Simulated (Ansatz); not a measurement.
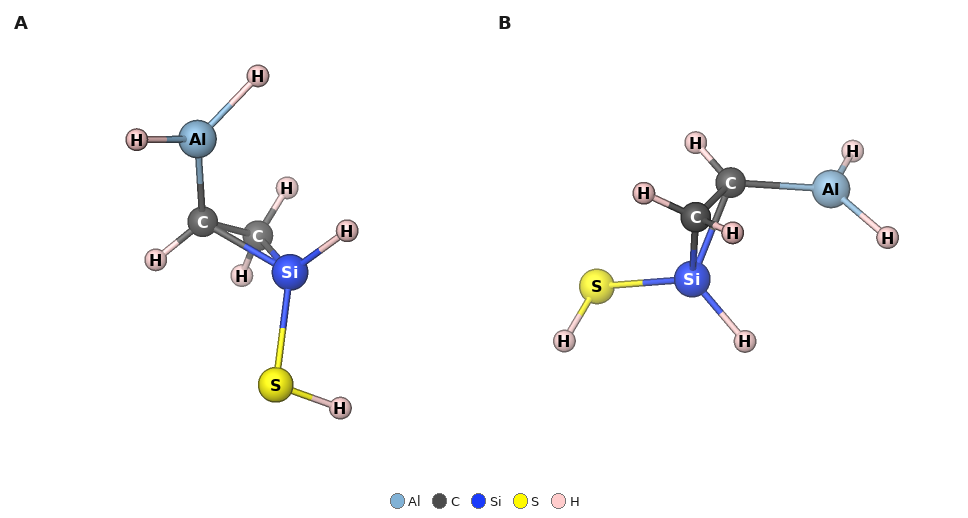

Distant atoms are faded towards the background colour. The geometry was computed by an optimisation with PBE-D4/def2-SVP. No frequency run is at hand to confirm it as a minimum.

**Can A be turned into B by a rotation alone?**

No. They are enantiomers, mirror images that no rotation superimposes: A is [AlH2][C@H]1C[Si@@H]1S (), B is [AlH2][C@@H]1C[Si@H]1S (). Their energies are equal.
